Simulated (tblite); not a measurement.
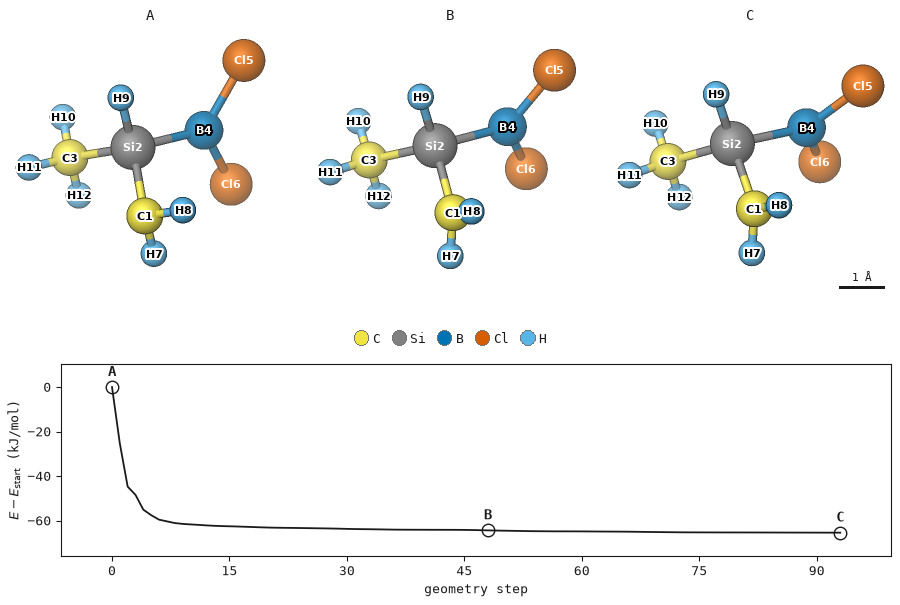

Frames of a relaxation of C2H6BCl2Si (multiplicity 2), marked on the history of the run. Style: ball-and-stick. Shown from a free direction.

Theory: GFN2-xTB geometry optimisation, gas phase in tblite 0.8.0. 

Describe the path.

The largest move after the best rigid fit is that of Cl5, 0.79 Å. Largest moves by element: Cl 0.79 Å, C 0.28 Å, H 0.23 Å, B 0.12 Å, Si 0.10 Å. Among the contacts that change: B4–Cl6 1.849 → 1.719 Å, B4–Cl5 1.837 → 1.719 Å, Si2–B4 1.943 → 2.014 Å, Si2–C3 1.866 → 1.905 Å. Among the angles between lasting bonds that change: Si2–C1–H7 110.2° → 122.3°, C1–Si2–B4 109.0° → 101.3°, H7–C1–H8 109.1° → 114.3°. Groups turn about Si2–B4 by about 30°. Over 93 geometry steps the energy falls by 65.4 kJ/mol. The run took 1.1 s on 1 thread of Intel(R) Xeon(R) Platinum 8259CL CPU @ 2.50GHz, on a shared host. From step 0 to 48: Cl6 moves most (0.44 Å), energy −64.4 kJ/mol. From step 48 to 93: Cl5 moves most (0.48 Å), energy −1.03 kJ/mol.
